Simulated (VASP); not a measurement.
# GW on WS2 (Tungstenite)

Aim: the quasiparticle gap of WS2 (Tungstenite), and what it costs to get it. The cell has space group P6_3/mmc. The start is a cell from a database of measured crystal structures.

Method: PBE, no spin polarisation; plane waves and PAW (W_sv_GW, S_GW), in the first sound run; inputs show where later runs differ, in VASP 6.6.1.

The database entry behind the starting cell differs from later determinations by our own check (an axis about 1.4 % long against later determinations), so it need not match the best structure at ambient conditions.

### 1. Set-up

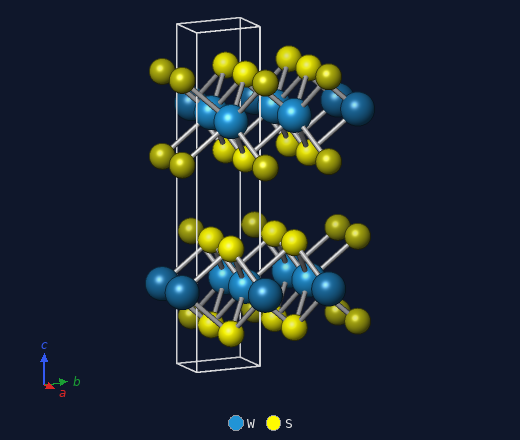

The cell as given, slightly off an axis (tungsten blue, sulfur yellow). 2×2×1 cells are drawn. Some periodic images of atoms are drawn too.

Coordinates:

```
W S
1.0
     3.18000    0.00000    0.00000
    -1.59000    2.75396    0.00000
     0.00000    0.00000   12.50000
W S
2 4
Direct
  0.33333 0.66667 0.25000
  0.66667 0.33333 0.75000
  0.33333 0.66667 0.62500
  0.66667 0.33333 0.12500
  0.33333 0.66667 0.87500
  0.66667 0.33333 0.37500
```

### 2. Ground state

The orbitals come from a self-consistent PBE run with a tight EDIFF and a narrow smearing. KPOINTS_OPT adds the bands along a path, which shows whether the mesh holds the band edges.

File INCAR:

```
SYSTEM = WS2
PREC = Accurate
ENCUT = 340
EDIFF = 1E-08
NELM = 100
ISMEAR = 0
SIGMA = 0.01
LREAL = .FALSE.
ALGO = Normal
GGA = PE
NBANDS = 32
LASPH = .TRUE.
LORBIT = 11
LWAVE = .TRUE.
LCHARG = .FALSE.
KPAR = 8
```

File POSCAR:

```
WS2
1.0
    3.1800000000      0.0000000000      0.0000000000
   -1.5900000000      2.7539607840      0.0000000000
    0.0000000000      0.0000000000     12.5000000000
W S
2 4
Direct
    0.3333333333      0.6666666667      0.2500000000
    0.6666666667      0.3333333333      0.7500000000
    0.3333333333      0.6666666667      0.6250000000
    0.6666666667      0.3333333333      0.1250000000
    0.3333333333      0.6666666667      0.8750000000
    0.6666666667      0.3333333333      0.3750000000
```

File KPOINTS:

```
Automatic mesh
0
Gamma
6 6 2
0 0 0
```

File KPOINTS_OPT:

```
Line mode
12
Line-mode
Reciprocal
  0.00000000   0.00000000   0.00000000 GAMMA
  0.50000000   0.00000000   0.00000000 M

  0.50000000   0.00000000   0.00000000 M
  0.33333333   0.33333333   0.00000000 K

  0.33333333   0.33333333   0.00000000 K
  0.00000000   0.00000000   0.00000000 GAMMA

  0.00000000   0.00000000   0.00000000 GAMMA
  0.00000000   0.00000000   0.50000000 A

  0.00000000   0.00000000   0.50000000 A
  0.50000000   0.00000000   0.50000000 L

  0.50000000   0.00000000   0.50000000 L
  0.33333333   0.33333333   0.50000000 H

  0.33333333   0.33333333   0.50000000 H
  0.00000000   0.00000000   0.50000000 A

  0.50000000   0.00000000   0.50000000 L
  0.50000000   0.00000000   0.00000000 M

  0.33333333   0.33333333   0.00000000 K
  0.33333333   0.33333333   0.50000000 H
```

Potentials, in the order of the species: W_sv_GW and S_GW (PBE family, release 64).

Run with:

```bash
mpirun -np 8 vasp_std
```

Log:

```text
[banner, memory and clock lines left out]
running    8 mpi-ranks, on    1 nodes
 distrk:  each k-point on    1 cores,    8 groups
 distr:  one band on    1 cores,    1 groups

 POSCAR found type information on POSCAR W S
 POSCAR found :  2 types and       6 ions
|                                                                             |
|           W    W    AA    RRRRR   N    N  II  N    N   GGGG   !!!           |
|           W    W   A  A   R    R  NN   N  II  NN   N  G    G  !!!           |
|           W    W  A    A  R    R  N N  N  II  N N  N  G       !!!           |
|           W WW W  AAAAAA  RRRRR   N  N N  II  N  N N  G  GGG   !            |
|           WW  WW  A    A  R   R   N   NN  II  N   NN  G    G                |
|           W    W  A    A  R    R  N    N  II  N    N   GGGG   !!!           |
|                                                                             |
|     For optimal performance we recommend to set                             |
|       NCORE = 2 up to number-of-cores-per-socket                            |
|     NCORE specifies how many cores store one orbital (NPAR=cpu/NCORE).      |
|     This setting can greatly improve the performance of VASP for DFT.       |
|     The default, NCORE=1 might be grossly inefficient on modern             |
|     multi-core architectures or massively parallel machines. Do your        |
|     Unfortunately you need to use the default for GW and RPA                |
|     calculations (for HF NCORE is supported but not extensively tested      |
|     yet).                                                                   |
|                                                                             |

 LDA part: xc-table for (Slater+PW92), standard interpolation
 POSCAR, INCAR and KPOINTS ok, starting setup
 FFT: planning ... GRIDC
 FFT: planning ... GRID_SOFT
 FFT: planning ... GRID
 WAVECAR not read
 entering main loop
       N       E                     dE             d eps       ncg     rms          rms(c)
DAV:   1     0.349854694946E+03    0.34985E+03   -0.24122E+04  1048   0.109E+03
DAV:   2    -0.312717203478E+02   -0.38113E+03   -0.37453E+03  1200   0.321E+02
DAV:   3    -0.558844724611E+02   -0.24613E+02   -0.24537E+02  1136   0.824E+01
DAV:   4    -0.567838864834E+02   -0.89941E+00   -0.89885E+00  1296   0.156E+01
DAV:   5    -0.567964892501E+02   -0.12603E-01   -0.12600E-01  1152   0.203E+00    0.102E+02
DAV:   6    -0.517642366428E+02    0.50323E+01   -0.27767E+01  1016   0.218E+01    0.951E+01
DAV:   7    -0.520355170710E+02   -0.27128E+00   -0.11673E+01  1112   0.144E+01    0.554E+00
DAV:   8    -0.513166267932E+02    0.71889E+00   -0.32042E+00  1128   0.788E+00    0.218E+00
DAV:   9    -0.513337760785E+02   -0.17149E-01   -0.23899E-01  1144   0.224E+00    0.128E+00
DAV:  10    -0.513322031307E+02    0.15729E-02   -0.18810E-02  1168   0.726E-01    0.712E-01
DAV:  11    -0.513317977178E+02    0.40541E-03   -0.25938E-03  1120   0.242E-01    0.427E-01
DAV:  12    -0.513318913508E+02   -0.93633E-04   -0.46055E-04  1184   0.975E-02    0.186E-01
DAV:  13    -0.513318999890E+02   -0.86382E-05   -0.45833E-05  1288   0.280E-02    0.780E-02
DAV:  14    -0.513319066226E+02   -0.66336E-05   -0.12679E-05  1032   0.198E-02    0.581E-02
DAV:  15    -0.513319073362E+02   -0.71360E-06   -0.27688E-06  1248   0.813E-03    0.809E-03
DAV:  16    -0.513319073818E+02   -0.45607E-07   -0.47856E-07  1008   0.320E-03    0.409E-03
DAV:  17    -0.513319073605E+02    0.21301E-07   -0.10481E-07  1064   0.157E-03    0.339E-03
DAV:  18    -0.513319073107E+02    0.49808E-07   -0.11529E-08   808   0.536E-04    0.506E-04
DAV:  19    -0.513319072986E+02    0.12112E-07   -0.21960E-09   760   0.250E-04    0.234E-04
DAV:  20    -0.513319073010E+02   -0.24947E-08   -0.48454E-10   712   0.113E-04
   1 F= -.51331907E+02 E0= -.51331907E+02  d E =-.454658E-54
 Start KPOINTS_OPT (optional k-point list driver)
k-point batch [1-14\108]
       N       E                     dE             ncg
DAV:   1    -0.246847412526E+04   -0.14695E+05     1056
DAV:   2    -0.788628144694E+04   -0.54178E+04     1208
DAV:   3    -0.823215344635E+04   -0.34587E+03     1112
DAV:   4    -0.824697697882E+04   -0.14824E+02     1320
DAV:   5    -0.824720072867E+04   -0.22375E+00     1144
DAV:   6    -0.824720946499E+04   -0.87363E-02     1320
DAV:   7    -0.824720979770E+04   -0.33271E-03     1224
DAV:   8    -0.824720981318E+04   -0.15486E-04     1392
DAV:   9    -0.824720981369E+04   -0.50753E-06     1136
DAV:  10    -0.824720981371E+04   -0.20364E-07      832
DAV:  11    -0.824720981371E+04   -0.16316E-08      744
[...]
k-point batch [99-108\108]
       N       E                     dE             ncg
DAV:   1     0.451804221811E+04   -0.19701E+05      792
DAV:   2     0.985161212413E+03   -0.35329E+04      824
DAV:   3     0.747709783451E+03   -0.23745E+03      808
DAV:   4     0.738539916173E+03   -0.91699E+01      944
DAV:   5     0.738431990494E+03   -0.10793E+00      824
DAV:   6     0.738428720555E+03   -0.32699E-02      944
DAV:   7     0.738428640376E+03   -0.80179E-04      920
DAV:   8     0.738428636563E+03   -0.38132E-05     1016
DAV:   9     0.738428636546E+03   -0.16937E-07      664
DAV:  10     0.738428636543E+03   -0.25964E-08      552
 writing wavefunctions
```

Elapsed: 29 s, on 8 MPI ranks of Intel Xeon 6975P-C (Granite Rapids), shared host; peak memory 1.8 GiB.

Lines that name or quote the potential files are left out of all logs, and their timing lines are given in words.

From OUTCAR (step 2):

```text
ion  position               nearest neighbor table
   1  0.333  0.667  0.250-   4 2.41   6 2.41   4 2.41   6 2.41   4 2.41   6 2.41
   2  0.667  0.333  0.750-   3 2.41   5 2.41   3 2.41   5 2.41   3 2.41   5 2.41
   3  0.333  0.667  0.625-   2 2.41   2 2.41   2 2.41
   4  0.667  0.333  0.125-   1 2.41   1 2.41   1 2.41
   5  0.333  0.667  0.875-   2 2.41   2 2.41   2 2.41
   6  0.667  0.333  0.375-   1 2.41   1 2.41   1 2.41

  LATTYP: Found a hexagonal cell.
 ALAT       =     3.1800000000
 C/A-ratio  =     3.9308176101

 Subroutine GETGRP returns: Found 24 space group operations
 (whereof 12 operations were pure point group operations)

The static configuration has the point symmetry D_3d.
 The point group associated with its full space group is D_6h.

 Found     14 irreducible k-points:

   k-points           NKPTS =     14   k-points in BZ     NKDIM =     14   number of bands    NBANDS=     32

   dimension x,y,z NGX =    20 NGY =   20 NGZ =   80
   dimension x,y,z NGXF=    40 NGYF=   40 NGZF=  160

   ENCUT  =  340.0 eV  24.99 Ry    5.00 a.u.   4.78  4.78 18.79*2*pi/ulx,y,z

   NELECT =      52.0000    total number of electrons

 k-points in reciprocal lattice and weights: Automatic mesh
   0.00000000  0.00000000  0.00000000       0.014
   0.16666667  0.00000000  0.00000000       0.083
   0.33333333  0.00000000  0.00000000       0.083
   0.50000000  0.00000000  0.00000000       0.042
   0.16666667  0.16666667  0.00000000       0.083
   0.33333333  0.16666667  0.00000000       0.167
   0.33333333  0.33333333  0.00000000       0.028
   0.00000000  0.00000000  0.50000000       0.014
   0.16666667  0.00000000  0.50000000       0.083
[...]
0.33333333  0.16666667  0.50000000       0.167
   0.33333333  0.33333333  0.50000000       0.028

 average (electrostatic) potential at core
       1 -89.9279       2 -89.9279       3 -87.8986       4 -87.8986       5 -87.8986
       6 -87.8986

 E-fermi :   7.6022

 k-point     1 :       0.0000    0.0000    0.0000
  band No.  band energies     occupation
    ...
     22       5.2297      2.00000
     23       5.2297      2.00000
     24       5.9234      2.00000
     25       6.4038      2.00000
     26       7.4947      2.00000
     27       9.7386      0.00000
     28       9.7388      0.00000
     29       9.7463      0.00000
     30       9.7468      0.00000
     31       9.8364      0.00000
    ...

 k-point     2 :       0.1667    0.0000    0.0000
  band No.  band energies     occupation
    ...
     22       4.6356      2.00000
     23       5.1779      2.00000
     24       6.0061      2.00000
     25       6.3222      2.00000
     26       6.6874      2.00000
     27       9.0678      0.00000
     28       9.4895      0.00000
     29       9.5979      0.00000
     30       9.6812      0.00000
     31       9.7200      0.00000
    ...

 k-point     3 :       0.3333    0.0000    0.0000
  band No.  band energies     occupation
    ...
     22       5.1627      2.00000
     23       5.2324      2.00000
     24       5.2631      2.00000
     25       5.5265      2.00000
     26       5.7713      2.00000
     27       9.1786      0.00000
     28       9.3599      0.00000
     29       9.4945      0.00000
     30       9.8899      0.00000
     31      10.2517      0.00000
    ...

  Total        0.0187891      0.0187891      1.3286758      0.0000000      0.0000000     -0.0000000
  in kB        0.2749935      0.2749935     19.4461982      0.0000000      0.0000000     -0.0000000
  external PRESSURE =       6.6653951 kB  Pullay stress =       0.0000000 kB

  energy-cutoff  :      340.00
  volume of cell :      109.47
      direct lattice vectors                 reciprocal lattice vectors
     3.180000000  0.000000000  0.000000000     0.314465409  0.181556688  0.000000000
    -1.590000000  2.753960784  0.000000000     0.000000000  0.363113377  0.000000000
     0.000000000  0.000000000 12.500000000     0.000000000  0.000000000  0.080000000

 POSITION                                       TOTAL-FORCE (eV/Angst)
 -----------------------------------------------------------------------------------
     -0.00000      1.83597      3.12500         0.000000     -0.000000      0.000000
      1.59000      0.91799      9.37500        -0.000000      0.000000      0.000000
     -0.00000      1.83597      7.81250        -0.000000      0.000000     -0.157896
      1.59000      0.91799      1.56250         0.000000      0.000000     -0.157896
     -0.00000      1.83597     10.93750        -0.000000     -0.000000      0.157896
      1.59000      0.91799      4.68750         0.000000      0.000000      0.157896
 -----------------------------------------------------------------------------------
    total drift:                               -0.000000      0.000000     -0.000000

  FREE ENERGIE OF THE ION-ELECTRON SYSTEM (eV)
  ---------------------------------------------------
  free  energy   TOTEN  =       -51.3319073010 eV

  energy  without entropy=      -51.3319073010  energy(sigma->0) =      -51.33190730

 total charge
# of ion       s       p       d       f       tot
--------------------------------------------------
    1        3.037   6.028   3.044   0.064  12.174
    2        3.037   6.028   3.044   0.064  12.174
    3        1.350   2.326   0.078   0.000   3.755
    4        1.350   2.326   0.078   0.000   3.755
    5        1.350   2.326   0.078   0.000   3.755
    6        1.350   2.326   0.078   0.000   3.755
--------------------------------------------------
tot         11.477  21.362   6.402   0.128  39.369

[... 3 further parts left out ...]
```

This step gave:

| Item | Value |
| --- | --- |
| free energy (TOTEN) | -51.3319 eV |
| Fermi energy | 7.602 eV |
| pressure | 0.6665 GPa |
| least gap on mesh and path | 1.046 eV |
| least direct gap on mesh and path | 1.736 eV |

The highest empty bands on the path are converged less tightly, to about 0.1 eV. The electronic bands at the labelled points (eV, zero at the valence-band top; v1 is the highest filled band, c1 the lowest empty one):

| point | v4 | v3 | v2 | v1 | c1 | c2 | c3 | c4 |
| --- | --- | --- | --- | --- | --- | --- | --- | --- |
| Γ | -2.27 | -1.57 | -1.09 | 0.00 | 2.24 | 2.25 | 2.25 | 2.25 |
| M | -2.02 | -1.86 | -1.67 | -1.50 | 2.20 | 2.24 | 2.56 | 2.77 |
| K | -2.90 | -2.90 | -0.73 | -0.57 | 1.17 | 1.17 | 2.19 | 3.26 |
| Γ | -2.27 | -1.57 | -1.09 | 0.00 | 2.24 | 2.25 | 2.25 | 2.26 |
| A | -2.29 | -2.29 | -0.30 | -0.30 | 2.24 | 2.24 | 2.24 | 2.24 |
| L | -1.94 | -1.94 | -1.57 | -1.57 | 2.22 | 2.22 | 2.68 | 2.68 |
| H | -3.03 | -3.03 | -0.66 | -0.66 | 1.17 | 1.17 | 2.65 | 2.65 |
| A | -2.29 | -2.29 | -0.30 | -0.30 | 2.24 | 2.24 | 2.25 | 2.28 |
| jump to L | -1.94 | -1.94 | -1.57 | -1.57 | 2.22 | 2.22 | 2.68 | 2.68 |
| M | -2.02 | -1.86 | -1.67 | -1.50 | 2.20 | 2.24 | 2.56 | 2.77 |
| jump to K | -2.90 | -2.90 | -0.73 | -0.57 | 1.17 | 1.17 | 2.19 | 3.26 |
| H | -3.03 | -3.03 | -0.66 | -0.66 | 1.17 | 1.17 | 2.65 | 2.65 |

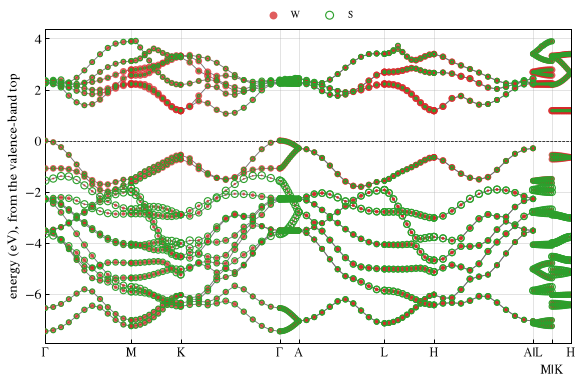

Electronic bands along the path; dots are coloured as in the legend, and their area grows with the weight.

The cell has a gap of 1.05 eV on mesh and path. Spin-orbit coupling is left out, which can shift or reorder these edges. Forces of up to 0.16 eV/Å remain in these settings.

### 3. Empty bands

ALGO = Exact makes the empty bands from the converged ground state in one step. LOPTICS writes the k-derivatives of the orbitals (WAVEDER), which give the long-wavelength limit of the screening.

File INCAR:

```
SYSTEM = WS2
PREC = Accurate
ENCUT = 340
ISMEAR = 0
SIGMA = 0.01
LREAL = .FALSE.
GGA = PE
NBANDS = 184
LASPH = .TRUE.
ALGO = Exact
NELM = 1
LWAVE = .TRUE.
LCHARG = .FALSE.
LOPTICS = .TRUE.
NEDOS = 1000
CSHIFT = 0.1
```

POSCAR is that of step 2.

KPOINTS is that of step 2.

Run with:

```bash
mpirun -np 8 vasp_std
```

Log:

```text
[banner, memory and clock lines left out]
running    8 mpi-ranks, on    1 nodes
 distrk:  each k-point on    8 cores,    1 groups
 distr:  one band on    1 cores,    8 groups

 POSCAR found type information on POSCAR W S
 POSCAR found :  2 types and       6 ions
 [... a notice as in an earlier step ...]

 LDA part: xc-table for (Slater+PW92), standard interpolation
 found WAVECAR, reading the header
  number of bands has changed, file:    32 present:   184
  trying to continue reading WAVECAR, but it might fail
 POSCAR, INCAR and KPOINTS ok, starting setup
 FFT: planning ... GRIDC
 FFT: planning ... GRID_SOFT
 FFT: planning ... GRID
 reading WAVECAR
 random initialization beyond band           32
 the WAVECAR file was read successfully
 initial charge from wavefunction
 entering main loop
       N       E                     dE             d eps       ncg     rms          rms(c)
DIA:   1    -0.513319073066E+02   -0.51332E+02    0.00000E+00     0   0.000E+00
   1 F= -.51331907E+02 E0= -.51331907E+02  d E =-.957513E-62
 writing wavefunctions
 optical routines
 imaginary and real dielectric function
 recalculating local potential from charge density
 direction            1
 direction            2
 direction            3
```

Wall time 21 s (8 MPI ranks); peak memory 2 GiB.

From OUTCAR (step 3):

```text
 Found     14 irreducible k-points:

   k-points           NKPTS =     14   k-points in BZ     NKDIM =     14   number of bands    NBANDS=    184

   NELECT =      52.0000    total number of electrons

 E-fermi :   7.6101

 k-point     1 :       0.0000    0.0000    0.0000
  band No.  band energies     occupation
    ...
     22       5.2297      2.00000
     23       5.2297      2.00000
     24       5.9234      2.00000
     25       6.4038      2.00000
     26       7.4947      2.00000
     27       9.7386      0.00000
     28       9.7386      0.00000
     29       9.7463      0.00000
     30       9.7463      0.00000
     31       9.8363      0.00000
    ...

 k-point     6 :       0.3333    0.1667    0.0000
  band No.  band energies     occupation
    ...
     22       4.1457      2.00000
     23       4.7694      2.00000
     24       5.0188      2.00000
     25       6.1574      2.00000
     26       6.3025      2.00000
     27       9.1781      0.00000
     28       9.6152      0.00000
     29      10.0499      0.00000
     30      10.1590      0.00000
     31      10.2760      0.00000
    ...

  Total        0.0187938      0.0187938      1.3286229      0.0000000      0.0000000      0.0000000
  in kB        0.2750622      0.2750622     19.4454245      0.0000000      0.0000000      0.0000000
  external PRESSURE =       6.6651829 kB  Pullay stress =       0.0000000 kB

 POSITION                                       TOTAL-FORCE (eV/Angst)
 -----------------------------------------------------------------------------------
     -0.00000      1.83597      3.12500        -0.000000      0.000000      0.000000
      1.59000      0.91799      9.37500        -0.000000      0.000000      0.000000
     -0.00000      1.83597      7.81250         0.000000      0.000000     -0.157893
      1.59000      0.91799      1.56250         0.000000     -0.000000     -0.157893
     -0.00000      1.83597     10.93750         0.000000      0.000000      0.157893
      1.59000      0.91799      4.68750         0.000000      0.000000      0.157893
 -----------------------------------------------------------------------------------
    total drift:                               -0.000000      0.000000     -0.000000

  FREE ENERGIE OF THE ION-ELECTRON SYSTEM (eV)
  ---------------------------------------------------
  free  energy   TOTEN  =       -51.3319073066 eV

  energy  without entropy=      -51.3319073066  energy(sigma->0) =      -51.33190731

 plasma frequency squared (from intraband transitions) (eV^2)
  --------------------------------------------------------------------------------------
       0.000       0.000       0.000
       0.000       0.000      -0.000
       0.000      -0.000       0.000

[... 13 parts as in an earlier step ...]
```

WAVECAR now holds 184 bands for 52 electrons. Its independent-particle dielectric tensor has xx, yy, zz = 15.4, 15.4, 8.9 on this mesh, which isn't tested for convergence in mesh or bands and lacks local fields.

(Part 1 of 3 ends here.)

[Lines on the potential files, build, host, timing and source positions are cut from VASP's logs without a mark.]

[Logs are printed without paths, hosts, clocks, repeated set-up lines and the standing remarks that a program may print on its own settings, such as how far it seeks lower states.]

[Hosts, paths, dates, database ids (printed as entryN), source tags and the programs' standing remarks are cut or masked in the printed files.]

[Pressures printed for these runs are not shown converged in the cutoff: they can be off by several GPa and have the wrong sign.]
